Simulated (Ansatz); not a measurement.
Process, species as SMILES: N#C (CH-N) → CHN+ (doublet, bonded as C#N) + e-
B3LYP-D3(BJ)/def2-TZVP geometries, fixed; electronic energies without zero-point terms.

Basis-set convergence of the adiabatic ionisation energy at MP2 with Ansatz (a program for electronic structure). Cartesian d functions, on some or all atoms, in 6-31G*, 6-31G**, 6-31+G*; all else is spherical. Cores are frozen. Open shells are unrestricted. No added dispersion term, no relativity. Functions are those of the species that has most. Reference: Hartree-Fock in aug-cc-pVQZ plus the correlation part extrapolated as X^-3 from aug-cc-pVTZ and aug-cc-pVQZ, 14.078 eV, itself unsure by roughly 0.020 eV (a third of the extrapolation step and of the last Hartree-Fock step). Deviations are taken from unrounded values.

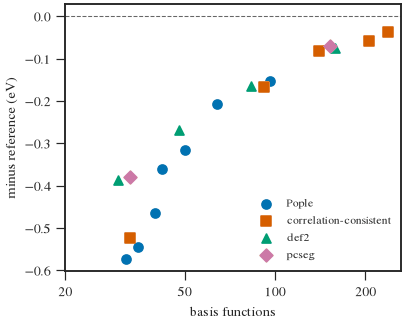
Fig. 1. Deviation from the reference against the number of basis functions, by family of sets.

```csv
basis,functions,adiabatic ionisation energy (eV),minus reference (eV)
def2-SV(P),30,13.691,-0.387
6-31G*,32,13.505,-0.573
cc-pVDZ,33,13.555,-0.523
pcseg-1,33,13.697,-0.380
6-31G**,35,13.533,-0.545
6-31+G*,40,13.614,-0.464
6-311G**,42,13.717,-0.360
def2-SVPD,48,13.808,-0.270
6-311+G**,50,13.763,-0.315
"6-311++G(2d,2p)",64,13.870,-0.208
def2-TZVPD,83,13.913,-0.165
jun-cc-pV(T+d)Z,92,13.912,-0.166
"6-311++G(3df,3pd)",96,13.926,-0.152
cc-pVQZ,140,13.996,-0.082
pcseg-3,153,14.007,-0.071
def2-QZVPPD,159,14.003,-0.075
aug-cc-pVQZ,206,14.021,-0.057
cc-pV5Z,237,14.040,-0.038
```
